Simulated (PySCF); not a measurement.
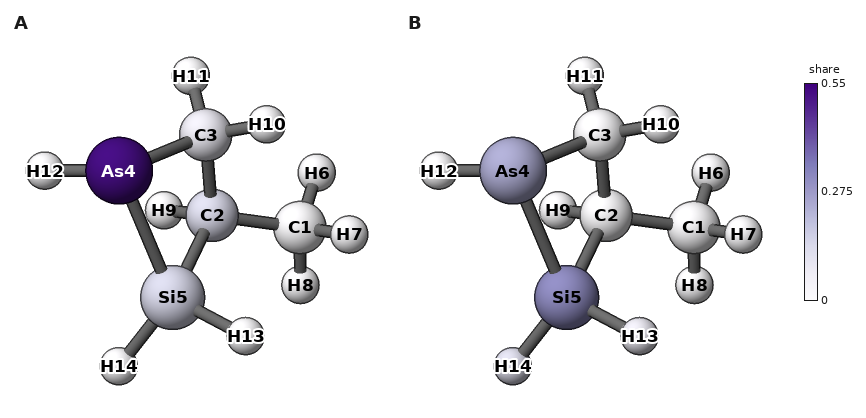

Each panel colours the atoms by their Löwdin share in one orbital (up to four of the largest shares; other atoms are shown as zero). The geometry was computed by an optimisation with GFN2-xTB. No frequency run is at hand to confirm it as a minimum. Level of theory: CAM-B3LYP/def2-SVPD (PySCF 2.14.0).

> The panels show the HOMO, LUMO, in some order. Which is which?

A: HOMO, −7.89 eV; As4 0.52, Si5 0.14, C2 0.13, C3 0.07
B: LUMO, 0.63 eV; Si5 0.31, As4 0.24, H14 0.12, H13 0.07

The geometry is semi-empirical. Around As, Si such bond lengths and angles can be off by a tenth of an ångström or more and by several degrees, and values that hang on the shape move with them.
